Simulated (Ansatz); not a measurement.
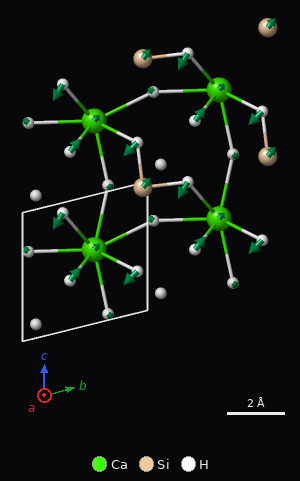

A relaxation of crystalline CaSiH$_{6}$ (built on the LaYMg6-38 type type). The starting structure is drawn; green arrows show the displacements (the part carried along by the change of the cell is left out), magnified 10 times.

The picture is a ball-and-stick view of the cell of the calculation, repeated 1 × 2 × 2 with one cell outlined, seen along the a axis.

These are results of DFT, r2SCAN+rVV10, plane waves, PAW in Ansatz 0.2.0, not measurements.

Input
```yaml
crystal:
  lattice:
    - [3.1362775178, 0.0, 0.0]
    - [0.0, 2.7826432208, 3.5590126048]
    - [0.0, -2.7826432208, 3.5590126048]
  atoms:
    - { symbol: Ca, position: [0.5, 0.5740795801, 0.5740795801] }
    - { symbol: Si, position: [0.0, 0.9634214073, 0.9634214073] }
    - { symbol: H, position: [0.0, 0.9193623653, 0.3229326617] }
    - { symbol: H, position: [0.0, 0.3229326617, 0.9193623653] }
    - { symbol: H, position: [0.0, 0.380300037, 0.380300037] }
    - { symbol: H, position: [0.5, 0.6846133419, 0.0480936144] }
    - { symbol: H, position: [0.5, 0.0480936144, 0.6846133419] }
    - { symbol: H, position: [0.5, 0.1071979923, 0.1071979923] }
kpoints:
  mp_grid: { grid: [8, 6, 6] }
hamiltonian:
  xc: r2scan
  dispersion: rvv10
scf:
  occupations: { method: fermi_dirac, width: 0.03 }
relax:
  f_tol: 0.01
  cell: {}
  max_steps: 120
```

Command:
```bash
ansatz run input.yaml --threads 4 --pin off --max-ram 4608MiB --backend cpu --events-out ev --progress --plain --runs-dir out
```

**Atoms of which element are displaced furthest, and by how much?**

Hydrogen: up to 0.069 Å, against 0.043 Å for silicon.

**What did the optimiser do to the structure, and how much energy did it gain?**

Over 8 accepted moves (10 points after the start) the energy falls by 6.9 meV per atom. The largest force component goes from 0.58 to 0.0024 eV/Å. The pressure goes from 0.53 to 0.00 GPa. At 2 points the geometry stayed and the basis and grid were re-selected for the new cell (energy shift of 0.1 meV per atom at most each time). The largest moves relative to the cell, 0.069 Å, are those of H3 and H4. H4 goes along [0 −2 −3]. By element the largest moves are H 0.069 Å, Si 0.043 Å, Ca 0.028 Å. The volume changes by +3.9 %, with a 3.136 → 3.081 Å (−1.8 %), b = c 4.518 → 4.642 Å (+2.7 %), α 76.0° → 76.6°. Some distances before and after: Ca1–H6 2.307 → 2.413 Å, Ca1–Ca1 3.136 → 3.081 Å, Si2–H3 1.588 → 1.564 Å, Ca1–H6 (another image) 2.313 → 2.335 Å. Among the angles between lasting bonds that change: H3–Si2–H4 90.0° → 96.9°, Ca1–H3–Si2 114.0° → 118.8°, Ca1–H3–Ca1 85.6° → 83.5°. The space group stays Amm2 (No. 38). Cost: 110 s on 4 threads of Intel(R) Xeon(R) Processor @ 2.50GHz (Skylake/Cascade Lake) (shared host), peak memory 0.67 GiB.
